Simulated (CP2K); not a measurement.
# CH6BrGeN (SMILES N[CH2][GeH2][Br]): PM3

Aim: the vertical ionisation energy of CH6BrGeN at PM3, from 2 runs. 

Program for the calculation: CP2K 2026.2.

2 further runs of the same task are left out: 1 that didn't finish, 1 set aside as unsound or not needed.

## (1) The structure to begin with

The species is CH6BrGeN (10 atoms), meant as a singlet with charge 0. As SMILES, `N[CH2][GeH2][Br]`. Geometry: a rough force-field guess. This is one conformer, not always the lowest.

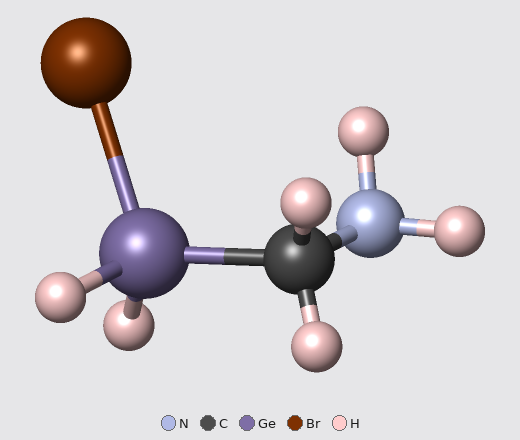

The structure, seen from a chosen angle (nitrogen light blue, carbon dark grey, germanium purple, bromine brown, hydrogen pink).

## (2) Energy and gradient at PM3

job.inp

```
&GLOBAL
    PROJECT job
    RUN_TYPE ENERGY_FORCE
    PRINT_LEVEL MEDIUM
&END
&FORCE_EVAL
    METHOD Quickstep
    &DFT
        &QS
            METHOD PM3
            EPS_DEFAULT 1.0E-10
            &SE
                &COULOMB
                    CUTOFF [angstrom] 50
                    RC_RANGE [angstrom] 0
                &END
                &EXCHANGE
                    CUTOFF [angstrom] 50
                    RC_RANGE [angstrom] 0
                &END
            &END
        &END
        &POISSON
            PERIODIC NONE
            POISSON_SOLVER ANALYTIC
        &END
        &SCF
            SCF_GUESS ATOMIC
            EPS_SCF 1.0E-06
            MAX_SCF 150
            ADDED_MOS 2
            &DIAGONALIZATION
                ALGORITHM STANDARD
            &END
            &MIXING
                METHOD DIRECT_P_MIXING
                ALPHA 0.4
            &END
        &END
        &PRINT
            &MOMENTS
                PERIODIC F
                REFERENCE COM
                MAX_MOMENT 1
            &END
            &MO ON
                ENERGIES T
                OCCUPATION_NUMBERS T
                NDIGITS 6
                &EACH
                    QS_SCF 0
                &END
                ADD_LAST NUMERIC
            &END
            &HIRSHFELD OFF
            &END
        &END
    &END
    &SUBSYS
        &CELL
            ABC 12.6 11 11.2
            PERIODIC NONE
        &END
        &COORD
            N      4.832300     6.049950     5.567750
            C      5.924500     5.777050     4.710050
            Ge     7.399000     5.220350     5.801250
            Br     8.171100     6.988450     7.183750
            H      3.983200     6.321650     4.910350
            H      5.006000     6.981550     6.089250
            H      6.249200     6.670950     4.115150
            H      5.704500     4.965450     4.016250
            H      8.616800     4.823550     4.942250
            H      7.009600     4.011550     6.711350
        &END
    &END
    &PRINT
        &FORCES ON
        &END
    &END
&END
```

On the command line:

```
$ OMP_NUM_THREADS=1 cp2k.psmp job.inp > job.out
```

Standard output (excerpt; [...] marks lines left out):

```text
CP2K| version string:                                       CP2K version 2026.2
[...]
 GLOBAL| Method name                                                        CP2K
[...]
 GLOBAL| Run type                                                   ENERGY_FORCE
[...]
                             - Atoms:                                         10
[...]
                             - Spherical basis functions:                     22
[...]
 Number of electrons:                                                         26
[...]
     1 P_Mix/Diag. 0.40E+00    0.0     0.84034867       -24.9876970189 -2.50E+01
[...]
    20 DIIS/Diag.  0.18E-06    0.0     0.00000042       -29.9312077347 -2.22E-12
  *** SCF run converged in    20 steps ***
  Core-core repulsion energy [eV]:                           1422.94775620159817
  Core Hamiltonian energy [eV]:                             -1306.99909643666797
  Two-electron integral energy [eV]:                        -1860.83648544719745
  Electronic energy [eV]:                                   -2237.41733916026669
  Total energy [eV]:                                         -814.46958295866852
  Atomic reference energy [eV]:                               814.74653203500520
  Heat of formation [kcal/mol]:                                 6.38659792787034
[...]
 SE_DIPOLE| Moment [Debye]          1.03609526       1.12719797       2.80030518
 SE_DIPOLE| Derivative [a.u.]       0.00000000       0.00000000       0.00000000
 ENERGY| Total FORCE_EVAL ( QS ) energy [hartree]            -29.931207734679120
 FORCES| Atomic forces [hartree/bohr]
 FORCES|   Atom     x               y               z               |f|
 FORCES|      1 -6.61667400E-02  7.19771972E-02  1.88678268E-04   9.77690647E-02
 FORCES|      2  2.89609481E-02  1.31248884E-02 -2.26277972E-02   3.90258429E-02
 FORCES|      3  1.56751535E-02 -1.57720156E-02  1.42471159E-02   2.64092262E-02
 FORCES|      4 -3.16271826E-03 -4.17619667E-03 -3.67711530E-03   6.40035798E-03
 FORCES|      5  4.21245789E-02 -1.87624470E-02  4.01123672E-02   6.11188315E-02
 FORCES|      6 -6.78579524E-03 -4.75878175E-02 -2.08126621E-02   5.23814308E-02
 FORCES|      7 -1.94016857E-03 -8.83432094E-03  7.30207742E-04   9.07428696E-03
 FORCES|      8 -4.98326057E-03 -4.52408735E-03 -6.36028975E-03   9.26032062E-03
 FORCES|      9 -7.83841610E-03  2.40657788E-03  5.70494344E-03   9.98893206E-03
 FORCES|     10  4.11641828E-03  1.21482216E-02 -7.50544815E-03   1.48612227E-02
 FORCES| Sum    -2.77555756E-16 -1.11022302E-16 -1.21430643E-15
 FORCES| Total atomic force                                       1.25056118E-15
[...]
```

Run time: 0.22 s. Hardware: 1 thread of Arm Neoverse V2, shared host.

## (3) The doublet cation, same level

mol.inp

```
&force_eval
  method Quickstep
  &dft
    charge 1
    multiplicity 2
    lsd T
    &qs
      method PM3
      eps_default 1.0E-10
      &se
        &coulomb
          cutoff [angstrom] 50
          rc_range [angstrom] 0
        &end
        &exchange
          cutoff [angstrom] 50
          rc_range [angstrom] 0
        &end
      &end
    &end
    &poisson
      periodic NONE
      poisson_solver ANALYTIC
    &end
    &scf
      scf_guess ATOMIC
      eps_scf 1.0E-06
      max_scf 100
      added_mos 2
      &diagonalization
        algorithm STANDARD
      &end
      &mixing
        method DIRECT_P_MIXING
        alpha 0.4
      &end
    &end
    &print
      &moments
        periodic F
        reference COM
        max_moment 1
      &end
      &mo ON
        energies T
        occupation_numbers T
        ndigits 6
        &each
          qs_scf 0
        &end
        add_last NUMERIC
      &end
      &hirshfeld OFF
      &end
    &end
  &end
  &subsys
    &cell
      abc [angstrom] 12.6 11 11.2
      periodic NONE
    &end
    &coord
      N      4.832300     6.049950     5.567750
      C      5.924500     5.777050     4.710050
      Ge     7.399000     5.220350     5.801250
      Br     8.171100     6.988450     7.183750
      H      3.983200     6.321650     4.910350
      H      5.006000     6.981550     6.089250
      H      6.249200     6.670950     4.115150
      H      5.704500     4.965450     4.016250
      H      8.616800     4.823550     4.942250
      H      7.009600     4.011550     6.711350
    &end
  &end
  &print
    &forces ON
    &end
  &end
&end

&global
  project mol
  run_type ENERGY_FORCE
  print_level MEDIUM
&end
```

On the command line:

```
$ OMP_NUM_THREADS=1 cp2k.psmp mol.inp > mol.out
```

Standard output (excerpt; [...] marks lines left out):

```text
CP2K| version string:                                       CP2K version 2026.2
[...]
 GLOBAL| Method name                                                        CP2K
[...]
 GLOBAL| Run type                                                   ENERGY_FORCE
[...]
                             - Atoms:                                         10
[...]
                             - Spherical basis functions:                     22
[...]
 Number of electrons:                                                         13
[...]
     1 P_Mix/Diag. 0.40E+00    0.0     0.41701820       -24.5795531514 -2.46E+01
[...]
    25 DIIS/Diag.  0.23E-06    0.0     0.00000044       -29.5944099104 -2.61E-12
  *** SCF run converged in    25 steps ***
  Core-core repulsion energy [eV]:                           1422.94775620159817
  Core Hamiltonian energy [eV]:                             -1270.06163448315942
  Two-electron integral energy [eV]:                        -1916.38193959698788
  Electronic energy [eV]:                                   -2228.25260428165348
  Total energy [eV]:                                         -805.30484808005519
  Atomic reference energy [eV]:                               814.74653203500520
  Heat of formation [kcal/mol]:                               217.73042170753848
[...]
 SE_DIPOLE| Moment [Debye]         10.13859229       1.51185323       5.73023417
 SE_DIPOLE| Derivative [a.u.]       0.00000000       0.00000000       0.00000000
 ENERGY| Total FORCE_EVAL ( QS ) energy [hartree]            -29.594409910396578
[...]
```

Run time: 0.24 s. Hardware: 1 thread of Arm Neoverse V2, shared host.

## (4) Summary of results

Level: PM3.

| quantity | value |
| --- | --- |
| singlet CH6BrGeN: total energy | -29.93121 Eh |
| singlet CH6BrGeN: dipole moment | 3.19 D |
| singlet CH6BrGeN: HOMO energy | -9.70 eV |
| singlet CH6BrGeN: LUMO energy | -1.99 eV |
| singlet CH6BrGeN: HOMO–LUMO gap | 7.71 eV |
| singlet CH6BrGeN: heat of formation at this unrelaxed shape | 6.4 kcal/mol |
| singlet CH6BrGeN: largest force on an atom | 5.027 eV/Å |
| doublet cation: total energy | -29.59441 Eh |
| doublet cation: HOMO energy (highest over α and β) | -15.08 eV |
| doublet cation: LUMO energy (lowest over α and β) | -8.65 eV |
| doublet cation: heat of formation at this unrelaxed shape | 217.7 kcal/mol |
| doublet cation: largest force on an atom | 7.030 eV/Å |
| vertical ionisation energy (to the doublet cation) | 9.165 eV |

**Reading.** The vertical ionisation energy comes to 9.16 eV (211 kcal/mol). The largest force (singlet CH6BrGeN) is 5.03 eV/Å: the shape isn't a stationary point for this species at this level.
